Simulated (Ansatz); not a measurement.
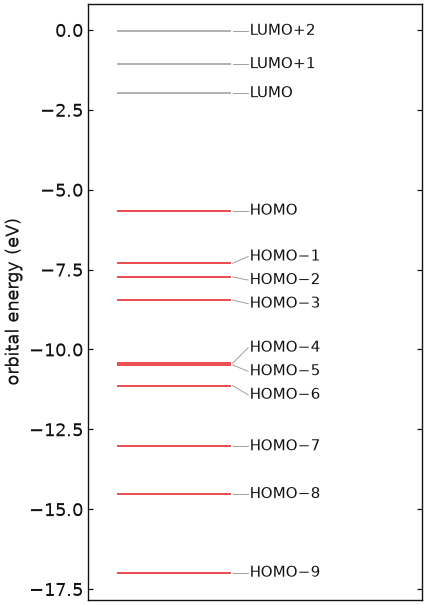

C₂H₅GeN, SMILES [CH]1=N[CH2][GeH2]1, singlet. Kohn-Sham orbital energies near the frontier, LDA (SPW92)/def2-TZVPP in the Ansatz code 0.2.0, at a PBE0-D4/def2-TZVP geometry (a minimum by its frequencies), isolated molecule; empty levels in grey, levels within 0.03 eV side by side.

**Where do the frontier orbitals lie?**

HOMO at −5.66 eV, LUMO at −1.98 eV, 3.68 eV apart.

**How far below the HOMO does the next level lie?**

1.64 eV.

**List the levels.**

```
orbital  energy (eV)
 LUMO+2        −0.03
 LUMO+1        −1.07
   LUMO        −1.98
   HOMO        −5.66
 HOMO−1        −7.30
 HOMO−2        −7.73
 HOMO−3        −8.46
 HOMO−4       −10.43
 HOMO−5       −10.49
 HOMO−6       −11.14
 HOMO−7       −13.03
 HOMO−8       −14.53
 HOMO−9       −16.99
```

Note: no scalar relativity up to krypton.
